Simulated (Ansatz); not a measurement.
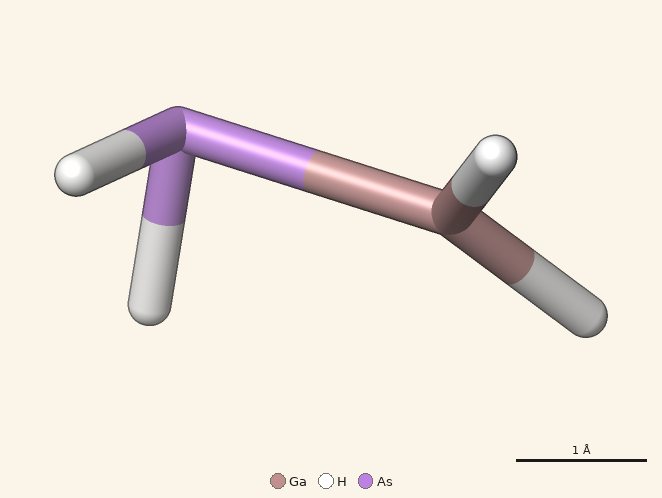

The picture shows the input geometry.

Input file:

```yaml
crystal:
  periodic: [false, false, false]
  atoms:
    - {symbol: Ga, position_ang: [-1.340323, -0.034440, -0.269695]}
    - {symbol: H, position_ang: [-1.616705, -1.427906, -0.937938]}
    - {symbol: H, position_ang: [-1.665519, 1.304445, -1.022250]}
    - {symbol: As, position_ang: [-0.570083, 0.049833, 2.015149]}
    - {symbol: H, position_ang: [0.455819, -1.049852, 1.790819]}
    - {symbol: H, position_ang: [0.416416, 1.169257, 1.722208]}
basis:
  gaussian: {orbitals: def2-TZVPP}
hamiltonian: {xc: {name: PBE-QIDH}}
```

Command:

```sh
ansatz run in.yaml --threads 8 --pin off --events-out ev --progress --plain --max-ram 19148MiB
```

Output:

```
Functional definition: PBE-QIDH
  name "PBE-QIDH"
  cite "Brémond, Sancho-García, Pérez-Jiménez & Adamo, J. Chem. Phys. 141, 031101 (2014) doi:10.1063/1.4890314"
  cite "Perdew, Burke & Ernzerhof, Phys. Rev. Lett. 77, 3865 (1996) doi:10.1103/PhysRevLett.77.3865"
  parameter a = 3^(-1/3)
  parameter c = 1/3
  exchange = (1 - a)*pbe_x + a*exact_x
  correlation = (1 - c)*pbe_c + c*(mp2_os + mp2_ss)
939 factors; integrals over basis functions are off by at most 9.2e-4 eV
mean field evaluation 1: about -113246.2777 eV, gradient 1.2e1 eV
mean field evaluation 2: about -113246.3383 eV, gradient 1.2e1 eV
mean field evaluation 4: about -113246.7725 eV, gradient 2.2e0 eV
mean field evaluation 8: about -113246.7815 eV, gradient 1.0e-1 eV
mean field evaluation 16: about -113246.7816 eV, gradient 5.8e-5 eV
mean field -113246.78159142 eV, -4161.7424620593 hartree, gradient 5.2e-6 eV, S^2 0.000000; 0 other end points of the search recorded, 0 dependent functions left out
18 core orbitals not correlated: weight in the atoms' cores, before any rotation towards them, 1.000 or more for the frozen orbitals, at most 0.000 for the correlated occupied ones
reference -113246.78160368 eV, -4161.7424625095 hartree; 16, 16 occupied and 118, 118 virtual orbitals, 939 factors
second order -15.72893895 eV of doubles, -0.00000000 eV of singles
Total energy: -113252.02458333 eV, -4161.9351384578 hartree
```
